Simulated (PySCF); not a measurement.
# C$_{5}$H$_{9}$ClSi: what the fields show

Input

```
{"job": {"kind": "nmr", "xc": "PBE0", "basis": "pcSseg-1"}, "charge": 0, "multiplicity": 1}
Cl     2.672851    -2.072807     2.951642
C      3.361187    -1.448834     1.414924
C      2.279996    -0.945360     0.470547
C      1.353319    -2.040402    -0.002031
C      0.080060    -2.051430     0.417829
C     -0.410654    -0.961085     1.334350
Si     1.018168     0.278521     1.233792
H      4.062789    -0.648558     1.688259
H      3.933455    -2.280885     0.977706
H      2.804999    -0.486746    -0.387649
H      1.744045    -2.835615    -0.647881
H     -0.600947    -2.854110     0.113226
H     -0.560527    -1.347328     2.357508
H     -1.376810    -0.545773     1.004976
H      0.711958     1.365137     0.251541
H      1.451982     0.908665     2.515253
```

Launched as:

```sh
OMP_NUM_THREADS=1 python probes_run.py task.json out
```

Geometry: PBE0-D3(BJ)/def2-SVP.

These are results of PBE0/pcSseg-1, SCF density, gas phase, non-relativistic in PySCF 2.14.0, not measurements.

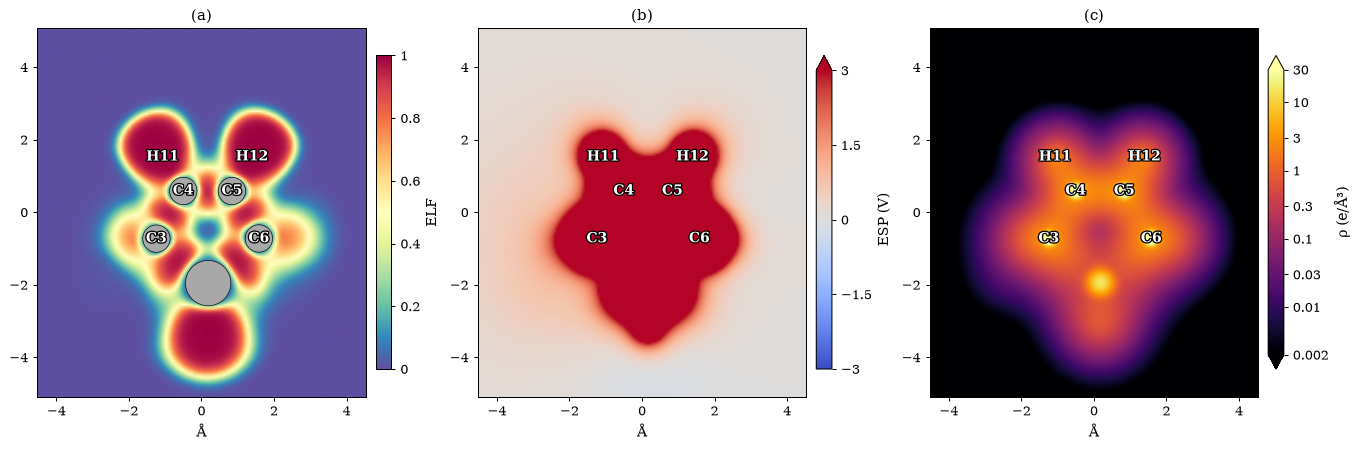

Figure 1. (a) ELF; (b) molecular electrostatic potential; (c) electron density on the plane of atoms C5, C4 and H11. Grey discs cover the atomic cores in the ELF map.

Read the bonding off the picture.

Answer.
- Atoms in the plane: C and H.
- C–C (1.34 Å): ρ is about 2.3 e/Å³ halfway; the ELF peaks at about 0.95 between the atoms; a short, multiple covalent bond.
- C–H (1.10 Å): ρ is about 2 e/Å³ halfway; the ELF climbs to about 1 towards the hydrogen, as it does in any bond to H; an ordinary covalent bond to hydrogen.
- C–C (1.51 Å): the density is about 1.7 e/Å³ at the midpoint; the ELF peaks at about 0.95 between the atoms, as expected for localised, covalent bonding.
- The potential has no marked negative region in this plane.

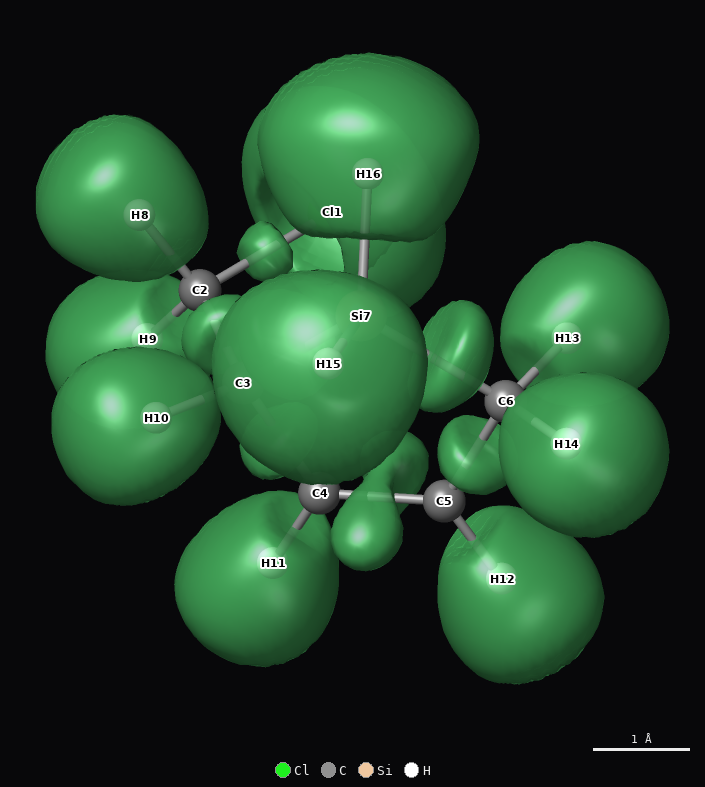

Figure 2. Isosurface of the ELF at 0.8 (green), seen at an oblique angle. Only the valence region is drawn (cores and ρ < 0.01 e/Å³ removed).

What do the ELF domains correspond to?

Answer. At this value the surface marks out four regions between bonded C–C atoms (shared pairs), one region between bonded C–Cl atoms (shared pairs), two regions between bonded C–Si atoms (shared pairs), nine regions around hydrogen nuclei and one ring or bowl of non-bonding electrons around Cl. Along the contacts the grid gives the following. C–Cl (1.80 Å): the ELF peaks at about 0.90 between the atoms, as expected for localised, covalent bonding.

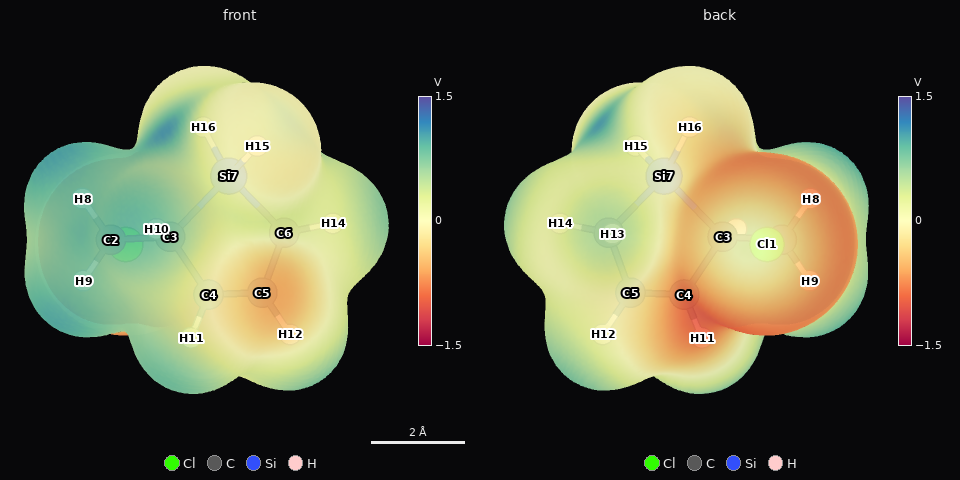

Figure 3. The electrostatic potential painted on the density surface at 0.002 e/bohr³, seen from the front and from behind; red is negative and blue positive.

Describe the electrostatic potential map.

Answer. The most negative region (about −1.0 V) lies over Cl1, C4 and C5, the most positive (about +1.0 V) over Si7 and H8.
